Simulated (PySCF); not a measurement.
**C2H5Si2 (SMILES [SiH2]C#C[SiH3]) at UHF/def2-TZVP**

What is the vertical doublet–quartet gap of C2H5Si2 at UHF/def2-TZVP? Input form: a Python script.

The calculation is run with PySCF 2.14.0.

## 1. The molecule

C2H5Si2: 9 atoms, total charge 0, spin state doublet. SMILES: `[SiH2]C#C[SiH3]`. Geometry: relaxed at PBE0-D4/def2-TZVP.

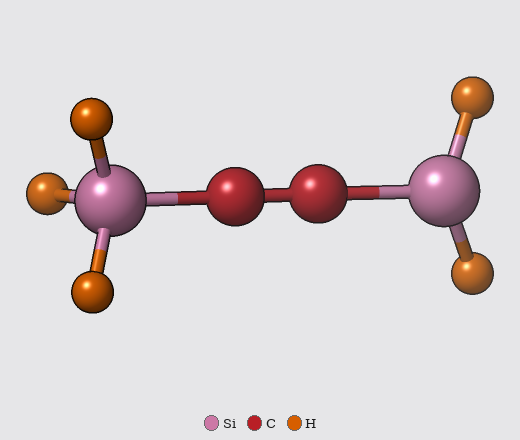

The structure, seen from a chosen angle (silicon pink, carbon red, hydrogen orange).

## 2. The energy at UHF/def2-TZVP

input.py

```python
from pyscf import gto, scf

system = gto.M(
    atom='''
Si  -0.083300   2.376400  -1.321900
C   -0.023100   0.801400  -0.449000
C    0.126900  -0.244300   0.159700
Si   0.325700  -1.814500   1.066500
H   -0.415500   2.194400  -2.755900
H   -0.980900   3.343200  -0.644000
H   -0.967800  -2.540700   1.082700
H    1.354200  -2.640400   0.388100
H    0.752400  -1.521900   2.456600
''',
    spin=1,
    verbose=4,
    max_memory=1860,
    basis='def2-tzvp',
)

mf = scf.UHF(system)
mf.conv_tol = 1e-10
mf.kernel()
if not mf.converged:
    mf = mf.newton().run(mf.mo_coeff, mf.mo_occ)

e_final = mf.e_tot
print('Final energy', e_final)
```

Command:

```bash
$ OMP_NUM_THREADS=1 python input.py
```

What it wrote:

```text
PySCF version 2.14.0

[INPUT] num. atoms = 9
[INPUT] num. electrons = 45
[INPUT] charge = 0
[INPUT] spin (= nelec alpha-beta = 2S) = 1
[INPUT] symmetry False subgroup None
[INPUT] Mole.unit = angstrom
[INPUT] Symbol           X                Y                Z      unit          X                Y                Z       unit  Magmom
[INPUT]  1 Si    -0.083300000000   2.376400000000  -1.321900000000 AA   -0.157414186176   4.490745162416  -2.498028964063 Bohr   0.0
[INPUT]  2 C     -0.023100000000   0.801400000000  -0.449000000000 AA   -0.043652673477   1.514426516226  -0.848487029930 Bohr   0.0
[INPUT]  3 C      0.126900000000  -0.244300000000   0.159700000000 AA    0.239806245207  -0.461660092231   0.301789262093 Bohr   0.0
[INPUT]  4 Si     0.325700000000  -1.814500000000   1.066500000000 AA    0.615483798771  -3.428908053023   2.015392911849 Bohr   0.0
[INPUT]  5 H     -0.415500000000   2.194400000000  -2.755900000000 AA   -0.785181204757   4.146815007746  -5.207896226689 Bohr   0.0
[INPUT]  6 H     -0.980900000000   3.343200000000  -0.644000000000 AA   -1.853632355586   6.317732379646  -1.216983624220 Bohr   0.0
[INPUT]  7 H     -0.967800000000  -2.540700000000   1.082700000000 AA   -1.828876943354  -4.801227164682   2.046006475067 Bohr   0.0
[INPUT]  8 H      1.354200000000  -2.640400000000   0.388100000000 AA    2.559067117886  -4.989632859302   0.733402708944 Bohr   0.0
[INPUT]  9 H      0.752400000000  -1.521900000000   2.456600000000 AA    1.421829936123  -2.875974188976   4.642301197607 Bohr   0.0

nuclear repulsion = 158.480323194403
number of shells = 68
number of NR pGTOs = 258
number of NR cGTOs = 166
basis = def2-tzvp
ecp = {}

[... 101 lines left out ...]
converged SCF energy = -656.481084856188  <S^2> = 0.88386848  2S+1 = 2.1296652
Final energy -656.4810848561883
```

It took 27 s on 1 thread of Arm Neoverse V1, shared host; peak memory 0.83 GiB.

## 3. The quartet, same level

job.py

```python
from pyscf import gto, scf

mol = gto.M(
    atom='''
Si  -0.083300   2.376400  -1.321900
C   -0.023100   0.801400  -0.449000
C    0.126900  -0.244300   0.159700
Si   0.325700  -1.814500   1.066500
H   -0.415500   2.194400  -2.755900
H   -0.980900   3.343200  -0.644000
H   -0.967800  -2.540700   1.082700
H    1.354200  -2.640400   0.388100
H    0.752400  -1.521900   2.456600
''',
    basis='def2-tzvp',
    charge=0,
    max_memory=1860,
    spin=3,
    verbose=3,
)

calc0 = scf.UHF(mol)
calc0.conv_tol = 1e-10
calc0.kernel()
if not calc0.converged:
    calc0 = calc0.newton().run(calc0.mo_coeff, calc0.mo_occ)

etot = calc0.e_tot
print(f'total energy: {etot:.8f} hartree')
```

Command:

```bash
$ OMP_NUM_THREADS=1 python job.py
```

What it wrote:

```text
WARN: HOMO 0.0276566185184279 >= LUMO -0.296535178512373

converged SCF energy = -656.336474721767  <S^2> = 3.8044088  2S+1 = 4.0271125
total energy: -656.33647472 hartree
```

Run time: 23 s. Hardware: 1 thread of Arm Neoverse V1, shared host; peak memory 0.83 GiB.

## 4. Outcome

At UHF/def2-TZVP:

```
                                        quantity          value
                           doublet: total energy  -656.48108 Eh
                          doublet: dipole moment         0.10 D
     doublet: HOMO energy (highest over α and β)       -8.96 eV
      doublet: LUMO energy (lowest over α and β)        0.97 eV
                                   doublet: ⟨S²⟩          0.884
                           quartet: total energy  -656.33647 Eh
                          quartet: dipole moment         0.06 D
     quartet: HOMO energy (highest over α and β)       -6.58 eV
      quartet: LUMO energy (lowest over α and β)       -0.13 eV
                                   quartet: ⟨S²⟩          3.804
vertical energy of the quartet above the doublet       3.935 eV
```

At this shape the quartet lies 3.94 eV (91 kcal/mol) above the doublet. ⟨S²⟩ (doublet) is 0.88 where a pure doublet has 0.75: the reference is spin-contaminated.
